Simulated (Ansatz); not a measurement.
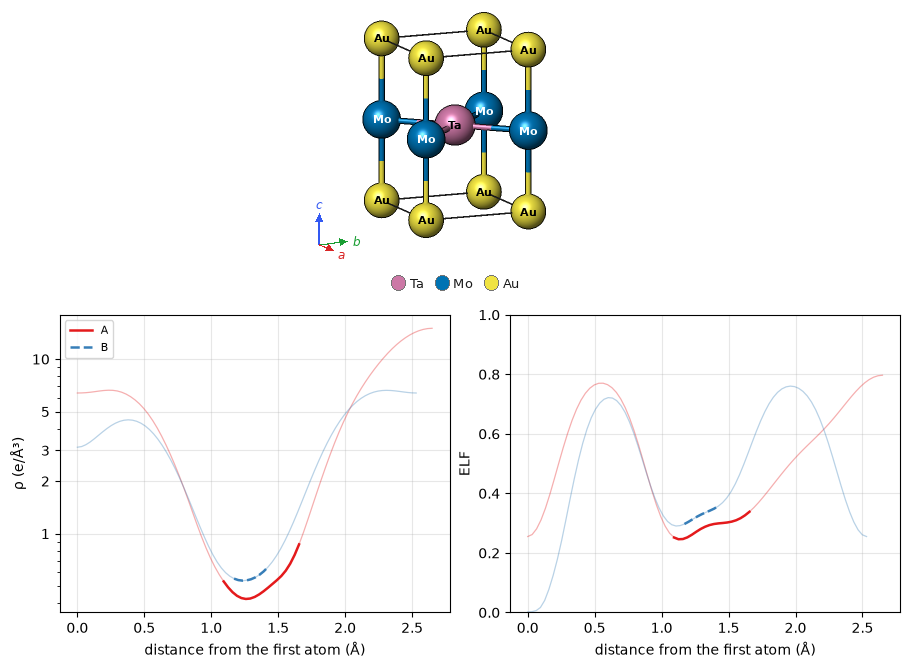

Figure 1: TaMoAu. Valence charge density (pseudo) and electron localisation function along straight lines between neighbouring atoms. Thin, pale parts lie inside the atomic spheres. The structure is drawn too.

Space group P4/mmm; a structure generated by program, which may or may not match a known phase; computed without spin polarisation.

Method: Ansatz 0.2.0, DFT PBE, scalar-relativistic, plane waves, PAW.

The density is the valence pseudo-density of a PAW calculation; it isn't the true density close to the nuclei.

```
CELL_PARAMETERS angstrom
3.57879 0.00000 0.00000
0.00000 3.57879 0.00000
0.00000 0.00000 5.29881
ATOMIC_POSITIONS crystal
Ta 0.50000 0.50000 0.50000
Mo 0.00000 0.00000 0.50000
Au 0.00000 0.00000 0.00000
```

> Which curve belongs to which contact (Mo–Au and Ta–Mo)? The first atom named is at distance zero.

Curve A: Mo–Au (2.65 Å): the density is about 0.43 e/Å³ at the midpoint; the ELF is about 0.30 at the midpoint (no shared electron pair shows on this line). Curve B: Ta–Mo (2.53 Å): the density is about 0.54 e/Å³ at the midpoint; the ELF is about 0.30 at the midpoint.
